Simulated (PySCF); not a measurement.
# HF/def2-SVP run of GeHBr (SMILES [GeH][Br])

Aim: the adiabatic ionisation energy of GeHBr at HF/def2-SVP, from 2 runs. 

The results are computed with PySCF 2.14.0.

6 further runs of the same task are left out: 5 that didn't finish, 1 set aside as unsound or not needed.

## (1) The structure to begin with

GeHBr has 3 atoms, charge 0, and is taken as a singlet. SMILES: `[GeH][Br]`. All atoms were displaced at random from a relaxed shape. The run starts from this shape.

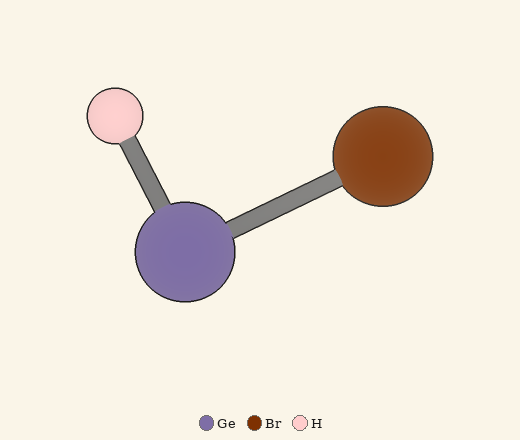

The structure, seen from a chosen angle (germanium purple, bromine brown, hydrogen pink).

## (2) A geometry optimisation at HF/def2-SVP

input.py

```python
from pyscf import gto
from pyscf.geomopt.geometric_solver import kernel as optimise

molecule = gto.M(
    atom='''
Ge     0.379067    -0.863143     0.049776
Br     0.658084     1.408637     0.518486
H     -1.042443    -0.564191    -0.659457
''',
    basis='def2-svp',
    verbose=3,
    charge=0,
    max_memory=1860,
)

myscf = molecule.RHF()
converged, mol_eq = optimise(myscf, maxsteps=100, convergence_set='TURBOMOLE', coordsys='hdlc')
print('converged:', converged)
print(mol_eq.tostring())

myscf.reset(mol_eq)
molecule = mol_eq
myscf.kernel()
e_tot = myscf.e_tot
print(f'total energy: {e_tot:.8f} hartree')
```

On the command line:

```console
OMP_NUM_THREADS=1 python input.py
```

The program printed:

```text
convergence_set           TURBOMOLE
coordsys                  hdlc
maxiter                   100
----------------------------------------------------------
Custom engine selected.
Bonds will be generated from interatomic distances less than 1.20 times sum of covalent radii
9 internal coordinates being used (instead of 9 Cartesians)
Internal coordinate system (atoms numbered from 1):
Distance 1-2
Distance 1-3
Angle 2-1-3
Cartesian-X 1
Cartesian-X 2
Cartesian-X 3
Cartesian-Y 1
Cartesian-Y 2
Cartesian-Y 3
Cartesian-Z 1
Cartesian-Z 2
Cartesian-Z 3
> ===== Optimization Info: ====
> Job type: Energy minimization
> Maximum number of optimization cycles: 100
> Initial / maximum trust radius (Angstrom): 0.100 / 0.300
> Convergence Criteria:
> Will converge when all 5 criteria are reached:
>  |Delta-E| < 1.00e-06
>  RMS-Grad  < 5.00e-04
>  Max-Grad  < 1.00e-03
>  RMS-Disp  < 5.00e-04
>  Max-Disp  < 1.00e-03
> === End Optimization Info ===

Geometry optimization cycle 1
Cartesian coordinates (Angstrom)
 Atom        New coordinates             dX        dY        dZ
  Ge   0.379067  -0.863143   0.049776    0.000000  0.000000  0.000000
  Br   0.658084   1.408637   0.518486    0.000000 -0.000000  0.000000
   H  -1.042443  -0.564191  -0.659457    0.000000  0.000000  0.000000

WARN: Mole.unit (angstrom) is changed to Bohr

converged SCF energy = -4647.80163116701
--------------- RHF_Scanner gradients ---------------
         x                y                z
0 Ge     0.0126751907    -0.0004725264     0.0066341092
1 Br    -0.0038442447    -0.0062929424    -0.0029220645
2 H    -0.0088309459     0.0067654688    -0.0037120447
----------------------------------------------
cycle 1: E = -4647.80163117  dE = -4647.8  norm(grad) = 0.0201333
Step    0 : Gradient = 1.162e-02/1.431e-02 (rms/max) Energy = -4647.8016311670
Hessian Eigenvalues: 5.00000e-02 5.00000e-02 5.00000e-02 ... 7.00872e-02 1.01411e-01 1.07377e-01

Geometry optimization cycle 2
Cartesian coordinates (Angstrom)
 Atom        New coordinates             dX        dY        dZ
  Ge   0.352855  -0.852538   0.037418   -0.026212  0.010605 -0.012358
  Br   0.678266   1.427792   0.531864    0.020182  0.019155  0.013378
   H  -1.036413  -0.593951  -0.660477    0.006030 -0.029760 -0.001020
converged SCF energy = -4647.80259982673
--------------- RHF_Scanner gradients ---------------
         x                y                z
0 Ge     0.0003547029    -0.0002354687     0.0001542261
1 Br    -0.0011265657    -0.0011907583    -0.0007639345
2 H     0.0007718628     0.0014262270     0.0006097084
----------------------------------------------
cycle 2: E = -4647.80259983  dE = -0.00096866  norm(grad) = 0.00254506
Step    1 : Displace = 3.071e-02/3.087e-02 (rms/max) Trust = 1.000e-01 (=) Grad = 1.469e-03/1.808e-03 (rms/max) E (change) = -4647.8025998267 (-9.687e-04) Quality = 1.131
Hessian Eigenvalues: 4.99992e-02 5.00000e-02 5.00000e-02 ... 5.63070e-02 1.07011e-01 1.11667e-01

Geometry optimization cycle 3
Cartesian coordinates (Angstrom)
 Atom        New coordinates             dX        dY        dZ
  Ge   0.349540  -0.847750   0.036342   -0.003316  0.004788 -0.001076
  Br   0.686473   1.434148   0.537101    0.008207  0.006357  0.005238
   H  -1.041305  -0.605095  -0.664639   -0.004892 -0.011144 -0.004162
converged SCF energy = -4647.80265407673
--------------- RHF_Scanner gradients ---------------
         x                y                z
0 Ge    -0.0003983910    -0.0003152321    -0.0002551853
1 Br    -0.0002841728    -0.0000252651    -0.0001538042
2 H     0.0006825638     0.0003404972     0.0004089894
----------------------------------------------
cycle 3: E = -4647.80265408  dE = -5.425e-05  norm(grad) = 0.00108506
Step    2 : Displace = 1.058e-02/1.285e-02 (rms/max) Trust = 1.414e-01 (+) Grad = 6.265e-04/8.655e-04 (rms/max) E (change) = -4647.8026540767 (-5.425e-05) Quality = 1.261
Hessian Eigenvalues: 4.00629e-02 5.00000e-02 5.00000e-02 ... 5.00094e-02 1.07771e-01 1.14667e-01

Geometry optimization cycle 4
Cartesian coordinates (Angstrom)
 Atom        New coordinates             dX        dY        dZ
  Ge   0.349224  -0.845196   0.036537   -0.000316  0.002554  0.000194
  Br   0.689805   1.436150   0.539146    0.003332  0.002002  0.002044
   H  -1.044321  -0.609652  -0.666877   -0.003016 -0.004556 -0.002239
converged SCF energy = -4647.80266064563
--------------- RHF_Scanner gradients ---------------
         x                y                z
0 Ge    -0.0000529840    -0.0001428380    -0.0000482064
1 Br     0.0000009291     0.0001231848     0.0000179081
2 H     0.0000520549     0.0000196532     0.0000302983
----------------------------------------------
cycle 4: E = -4647.80266065  dE = -6.5689e-06  norm(grad) = 0.000212235
Step    3 : Displace = 4.502e-03/5.889e-03 (rms/max) Trust = 2.000e-01 (+) Grad = 1.225e-04/1.598e-04 (rms/max) E (change) = -4647.8026606456 (-6.569e-06) Quality = 1.058
Hessian Eigenvalues: 3.88187e-02 5.00000e-02 5.00000e-02 ... 5.00120e-02 1.07780e-01 1.11389e-01

Geometry optimization cycle 5
Cartesian coordinates (Angstrom)
 Atom        New coordinates             dX        dY        dZ
  Ge   0.349262  -0.844840   0.036607    0.000038  0.000355  0.000070
  Br   0.689957   1.436053   0.539212    0.000152 -0.000097  0.000067
   H  -1.044511  -0.609910  -0.667014   -0.000190 -0.000258 -0.000137
converged SCF energy = -4647.80266074141
--------------- RHF_Scanner gradients ---------------
         x                y                z
0 Ge    -0.0000047949    -0.0000333461    -0.0000072497
1 Br     0.0000043951     0.0000329633     0.0000069842
2 H     0.0000003998     0.0000003828     0.0000002655
----------------------------------------------
cycle 5: E = -4647.80266074  dE = -9.57834e-08  norm(grad) = 4.84e-05
Step    4 : Displace = 3.116e-04/3.618e-04 (rms/max) Trust = 2.828e-01 (+) Grad = 2.794e-05/3.446e-05 (rms/max) E (change) = -4647.8026607414 (-9.578e-08) Quality = 1.180
Hessian Eigenvalues: 3.88187e-02 5.00000e-02 5.00000e-02 ... 5.00120e-02 1.07780e-01 1.11389e-01
Converged! =D

converged: True
Ge          0.34926201       -0.84484032        0.03660696
Br          0.68995705        1.43605332        0.53921249
H          -1.04451106       -0.60991000       -0.66701445
converged SCF energy = -4647.80266074151
total energy: -4647.80266074 hartree
```

Run time: 19 s. Hardware: 1 thread of Arm Neoverse V1, shared host; peak memory 0.15 GiB.

Step by step:

```
step  energy from the first frame kept (eV)  largest force (eV/Å)
   0                                 0.0000                0.7361
   1                                -0.0264                0.0930
   2                                -0.0278                0.0445
   3                                -0.0280                0.0082
   4                                -0.0280                0.0018
```

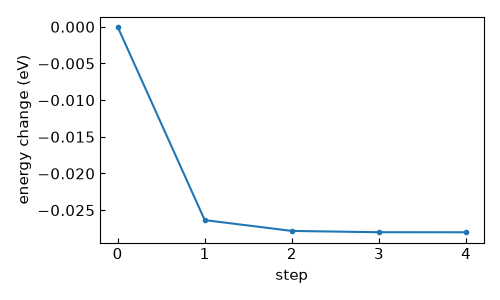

Energy along the run.

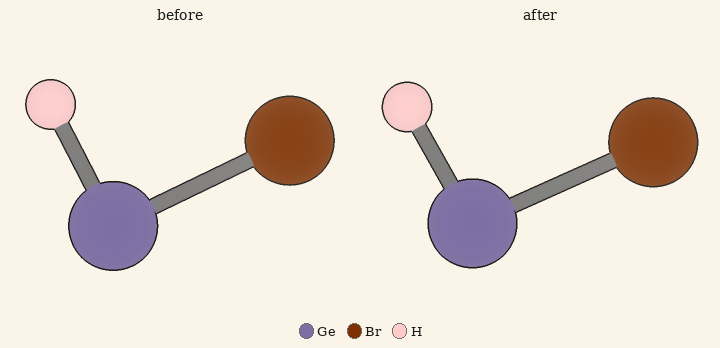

Before and after, at one scale.

After the run. Bond lengths: Ge1–Br2 2.360 Å, Ge1–H3 1.579 Å. Angles: Br2–Ge1–H3 94.5°.

## (3) The doublet cation, same level

input.py

```python
from pyscf import gto
from pyscf.geomopt.geometric_solver import kernel as optimise

mol = gto.M(
    atom='Ge 0.379067 -0.863143 0.049776; Br 0.658084 1.408637 0.518486; H -1.042443 -0.564191 -0.659457',
    basis='def2-svp',
    spin=1,
    charge=1,
    verbose=3,
    max_memory=1860,
)

mf = mol.UHF()
converged, mol_eq = optimise(mf, maxsteps=100, convergence_set='TURBOMOLE', coordsys='hdlc')
print('converged:', converged)
print(mol_eq.tostring())

mf.reset(mol_eq)
mol = mol_eq
mf.kernel()
if not mf.converged:
    mf = mf.newton().run(mf.mo_coeff, mf.mo_occ)
e_tot = mf.e_tot
print('E(%s) = %.9f' % ('HF', e_tot))
```

On the command line:

```console
OMP_NUM_THREADS=1 python input.py
```

The program printed:

```text
convergence_set           TURBOMOLE
coordsys                  hdlc
maxiter                   100
----------------------------------------------------------
Custom engine selected.
Bonds will be generated from interatomic distances less than 1.20 times sum of covalent radii
9 internal coordinates being used (instead of 9 Cartesians)
Internal coordinate system (atoms numbered from 1):
Distance 1-2
Distance 1-3
Angle 2-1-3
Cartesian-X 1
Cartesian-X 2
Cartesian-X 3
Cartesian-Y 1
Cartesian-Y 2
Cartesian-Y 3
Cartesian-Z 1
Cartesian-Z 2
Cartesian-Z 3
> ===== Optimization Info: ====
> Job type: Energy minimization
> Maximum number of optimization cycles: 100
> Initial / maximum trust radius (Angstrom): 0.100 / 0.300
> Convergence Criteria:
> Will converge when all 5 criteria are reached:
>  |Delta-E| < 1.00e-06
>  RMS-Grad  < 5.00e-04
>  Max-Grad  < 1.00e-03
>  RMS-Disp  < 5.00e-04
>  Max-Disp  < 1.00e-03
> === End Optimization Info ===

Geometry optimization cycle 1
Cartesian coordinates (Angstrom)
 Atom        New coordinates             dX        dY        dZ
  Ge   0.379067  -0.863143   0.049776    0.000000  0.000000  0.000000
  Br   0.658084   1.408637   0.518486    0.000000 -0.000000  0.000000
   H  -1.042443  -0.564191  -0.659457    0.000000  0.000000  0.000000

WARN: Mole.unit (angstrom) is changed to Bohr

converged SCF energy = -4647.47825430596  <S^2> = 0.7904708  2S+1 = 2.0400694
--------------- UHF_Scanner gradients ---------------
         x                y                z
0 Ge     0.0135813428    -0.0488833636     0.0002684206
1 Br    -0.0070885255     0.0302511778     0.0005297212
2 H    -0.0064928173     0.0186321858    -0.0007981418
----------------------------------------------
cycle 1: E = -4647.47825431  dE = -4647.48  norm(grad) = 0.0626875
Step    0 : Gradient = 3.619e-02/5.074e-02 (rms/max) Energy = -4647.4782543060
Hessian Eigenvalues: 5.00000e-02 5.00000e-02 5.00000e-02 ... 7.00872e-02 1.01411e-01 1.07377e-01

Geometry optimization cycle 2
Cartesian coordinates (Angstrom)
 Atom        New coordinates             dX        dY        dZ
  Ge   0.340540  -0.754349   0.044790   -0.038527  0.108794 -0.004986
  Br   0.710830   1.385663   0.543123    0.052746 -0.022974  0.024637
   H  -1.056662  -0.650011  -0.679108   -0.014219 -0.085820 -0.019651
converged SCF energy = -4647.49042508064  <S^2> = 0.77481044  2S+1 = 2.0246584
--------------- UHF_Scanner gradients ---------------
         x                y                z
0 Ge     0.0119619615    -0.0181884297     0.0037522244
1 Br    -0.0075042915     0.0050292771    -0.0032561677
2 H    -0.0044576700     0.0131591525    -0.0004960567
----------------------------------------------
cycle 2: E = -4647.49042508  dE = -0.0121708  norm(grad) = 0.0278115
Step    1 : Displace = 9.168e-02/1.155e-01 (rms/max) Trust = 1.000e-01 (=) Grad = 1.606e-02/2.209e-02 (rms/max) E (change) = -4647.4904250806 (-1.217e-02) Quality = 1.561
Hessian Eigenvalues: 3.20067e-02 5.00000e-02 5.00000e-02 ... 5.00078e-02 9.47860e-02 1.24229e-01

Geometry optimization cycle 3
Cartesian coordinates (Angstrom)
 Atom        New coordinates             dX        dY        dZ
  Ge   0.259751  -0.620487   0.021007   -0.080788  0.133862 -0.023783
  Br   0.808709   1.396752   0.596436    0.097879  0.011089  0.053313
   H  -1.073752  -0.794962  -0.708637   -0.017090 -0.144951 -0.029529
converged SCF energy = -4647.49569447484  <S^2> = 0.76542086  2S+1 = 2.0153619
--------------- UHF_Scanner gradients ---------------
         x                y                z
0 Ge     0.0002210094     0.0133775653     0.0020082745
1 Br    -0.0048398965    -0.0150908589    -0.0046923547
2 H     0.0046188871     0.0017132936     0.0026840802
----------------------------------------------
cycle 3: E = -4647.49569447  dE = -0.00526939  norm(grad) = 0.0220837
Step    2 : Displace = 1.411e-01/1.581e-01 (rms/max) Trust = 1.414e-01 (+) Grad = 1.275e-02/1.653e-02 (rms/max) E (change) = -4647.4956944748 (-5.269e-03) Quality = 0.836
Hessian Eigenvalues: 3.27170e-02 5.00000e-02 5.00000e-02 ... 5.00340e-02 1.00173e-01 1.43426e-01

Geometry optimization cycle 4
Cartesian coordinates (Angstrom)
 Atom        New coordinates             dX        dY        dZ
  Ge   0.255893  -0.627771   0.017937   -0.003858 -0.007284 -0.003070
  Br   0.826187   1.418991   0.608820    0.017478  0.022240  0.012384
   H  -1.087371  -0.809918  -0.717952   -0.013619 -0.014956 -0.009315
converged SCF energy = -4647.49640058704  <S^2> = 0.76673771  2S+1 = 2.0166683
--------------- UHF_Scanner gradients ---------------
         x                y                z
0 Ge    -0.0008489231     0.0003693286    -0.0003965764
1 Br    -0.0005070088    -0.0009307394    -0.0003996333
2 H     0.0013559319     0.0005614108     0.0007962097
----------------------------------------------
cycle 4: E = -4647.49640059  dE = -0.000706112  norm(grad) = 0.00225501
Step    3 : Displace = 2.251e-02/3.068e-02 (rms/max) Trust = 2.000e-01 (+) Grad = 1.302e-03/1.670e-03 (rms/max) E (change) = -4647.4964005870 (-7.061e-04) Quality = 1.072
Hessian Eigenvalues: 3.14908e-02 5.00000e-02 5.00000e-02 ... 5.00664e-02 9.42705e-02 1.43032e-01

Geometry optimization cycle 5
Cartesian coordinates (Angstrom)
 Atom        New coordinates             dX        dY        dZ
  Ge   0.255399  -0.624836   0.018091   -0.000493  0.002935  0.000154
  Br   0.830605   1.422350   0.611631    0.004419  0.003359  0.002811
   H  -1.091297  -0.816211  -0.720917   -0.003925 -0.006294 -0.002965
converged SCF energy = -4647.49641568854  <S^2> = 0.76703855  2S+1 = 2.0169666
--------------- UHF_Scanner gradients ---------------
         x                y                z
0 Ge     0.0001620869     0.0001637025     0.0001088352
1 Br    -0.0000477681    -0.0001538814    -0.0000470103
2 H    -0.0001143189    -0.0000098211    -0.0000618249
----------------------------------------------
cycle 5: E = -4647.49641569  dE = -1.51015e-05  norm(grad) = 0.000331775
Step    4 : Displace = 6.091e-03/7.928e-03 (rms/max) Trust = 2.828e-01 (+) Grad = 1.916e-04/2.548e-04 (rms/max) E (change) = -4647.4964156885 (-1.510e-05) Quality = 0.981
Hessian Eigenvalues: 3.07391e-02 5.00000e-02 5.00000e-02 ... 5.01548e-02 1.00201e-01 1.39721e-01

Geometry optimization cycle 6
Cartesian coordinates (Angstrom)
 Atom        New coordinates             dX        dY        dZ
  Ge   0.255101  -0.624920   0.017921   -0.000299 -0.000084 -0.000170
  Br   0.830807   1.422505   0.611759    0.000202  0.000155  0.000129
   H  -1.091200  -0.816282  -0.720876    0.000097 -0.000070  0.000041
converged SCF energy = -4647.49641580788  <S^2> = 0.76702387  2S+1 = 2.016952
--------------- UHF_Scanner gradients ---------------
         x                y                z
0 Ge    -0.0000132871     0.0000035066    -0.0000065286
1 Br     0.0000033282    -0.0000004827     0.0000016912
2 H     0.0000099589    -0.0000030239     0.0000048374
----------------------------------------------
cycle 6: E = -4647.49641581  dE = -1.1934e-07  norm(grad) = 1.94258e-05
Step    5 : Displace = 2.662e-04/3.268e-04 (rms/max) Trust = 3.000e-01 (+) Grad = 1.122e-05/1.521e-05 (rms/max) E (change) = -4647.4964158079 (-1.193e-07) Quality = 0.949
Hessian Eigenvalues: 3.07391e-02 5.00000e-02 5.00000e-02 ... 5.01548e-02 1.00201e-01 1.39721e-01
Converged! =D

converged: True
Ge          0.25510063       -0.62492015        0.01792141
Br          0.83080716        1.42250481        0.61175930
H          -1.09119979       -0.81628166       -0.72087570

converged SCF energy = -4647.49641580798  <S^2> = 0.76701961  2S+1 = 2.0169478
E(HF) = -4647.496415808
```

Run time: 25 s. Hardware: 1 thread of Arm Neoverse V1, shared host; peak memory 0.16 GiB.

The path in brief:

| step | energy from the first frame kept (eV) | largest force (eV/Å) |
| --- | --- | --- |
| 0 | 0.0000 | 2.6089 |
| 1 | -0.3312 | 1.1359 |
| 2 | -0.4746 | 0.8499 |
| 3 | -0.4938 | 0.0859 |
| 4 | -0.4942 | 0.0131 |
| 5 | -0.4942 | 0.0008 |

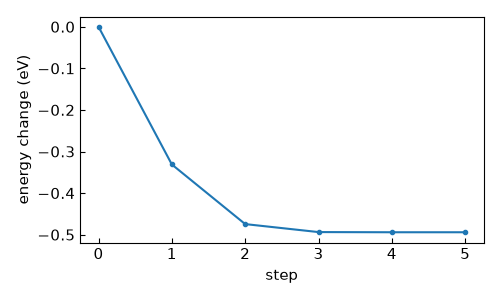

Energy along the run.

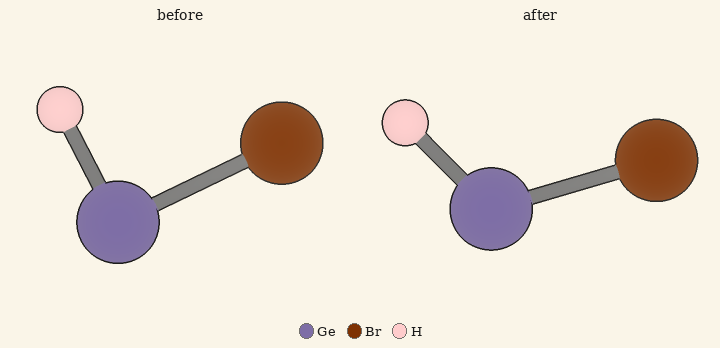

Before and after, at one scale.

After the run. Bond lengths: Ge1–Br2 2.208 Å, Ge1–H3 1.548 Å. Angles: Br2–Ge1–H3 118.0°.

## (4) Outcome

At HF/def2-SVP:

| quantity | value |
| --- | --- |
| singlet GeHBr: total energy at the end | -4647.80266 Eh |
| singlet GeHBr: dipole moment | 2.21 D |
| singlet GeHBr: HOMO energy | -9.46 eV |
| singlet GeHBr: LUMO energy | -0.06 eV |
| singlet GeHBr: HOMO–LUMO gap | 9.41 eV |
| doublet cation: total energy at the end | -4647.49642 Eh |
| doublet cation: HOMO energy (highest over α and β) | -16.88 eV |
| doublet cation: LUMO energy (lowest over α and β) | -7.02 eV |
| doublet cation: ⟨S²⟩ | 0.767 |
| adiabatic ionisation energy (to the doublet cation, no zero-point term) | 8.333 eV |

In words: The adiabatic ionisation energy (to the doublet cation, no zero-point term) is 8.33 eV (192 kcal/mol). The optimisation (singlet GeHBr) took 4 steps and changed the energy by -0.028 eV. The optimisation (doublet cation) took 5 steps and changed the energy by -0.494 eV.
